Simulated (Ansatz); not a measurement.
System: PdPtSe$_{4}$.

```yaml
crystal:
  lattice:
    - [5.75901, 0.00000, 0.00000]
    - [0.00000, 5.91988, 0.00000]
    - [-0.09315, 0.00000, 9.15266]
  atoms:
    - { symbol: Pd, position: [0.50000, 0.00000, 0.50000] }
    - { symbol: Pd, position: [0.50000, 0.50000, 0.00000] }
    - { symbol: Pt, position: [0.00000, 0.50000, 0.50000] }
    - { symbol: Pt, position: [0.00000, 0.00000, 0.00000] }
    - { symbol: Se, position: [0.38784, 0.87996, 0.08082] }
    - { symbol: Se, position: [0.88817, 0.62162, 0.91849] }
    - { symbol: Se, position: [0.61216, 0.37996, 0.41918] }
    - { symbol: Se, position: [0.11183, 0.12162, 0.58151] }
    - { symbol: Se, position: [0.88817, 0.87838, 0.41849] }
    - { symbol: Se, position: [0.38784, 0.62004, 0.58082] }
    - { symbol: Se, position: [0.11183, 0.37838, 0.08151] }
    - { symbol: Se, position: [0.61216, 0.12004, 0.91918] }
```

Space group P2₁/c; a structure generated by program, which may or may not match a known phase.

All numbers below come from DFT PBE, scalar-relativistic, plane waves, PAW in Ansatz 0.2.0.

What can the converged valence pseudo-density and electron localisation function tell about the bonding?

Se–Se (2.43 Å): the density is about 0.6 e/Å³ at the midpoint; the ELF peaks at about 0.70 between the atoms.

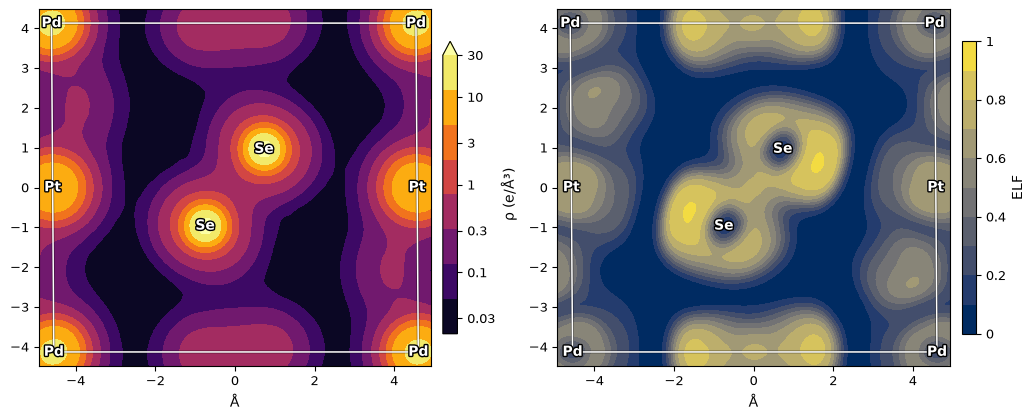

Computed valence pseudo-density and electron localisation function on the (110) plane of the conventional cell, in this order. 

Core electrons are frozen (PAW), and the valence fields are smoothed inside the atomic spheres.
